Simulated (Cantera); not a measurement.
Input: 1 mol CaCO₃, 0.31 mol H₂, 0.018 mol H₂O, held at 1 atm.

Equilibrium computed with Cantera from the NASA thermochemical tables; the gas is ideal and each condensed phase is pure. Candidate condensed phases: C, C₆H₆, C₇H₈, C₈H₁₈, Ca, CaCO₃, CaO, Ca(OH)₂, H₂O; 115 gas species. Mutual solubility and eutectic melting of coexisting phases are not modelled. Kinetics and transport are ignored.

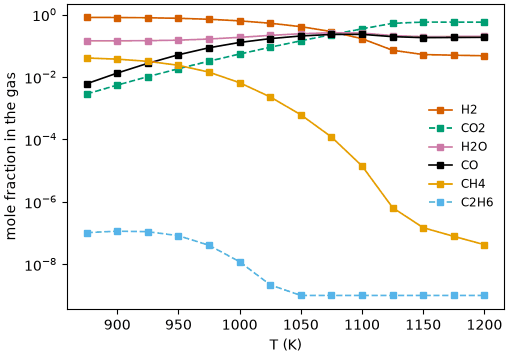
*Equilibrium gas composition (values under 1e-9 drawn at 1e-9)*

From 875 K to 1125 K the condensed part is CaCO₃(calcite) + CaO(s). From 1150 K to 1200 K the condensed part is CaO(s).
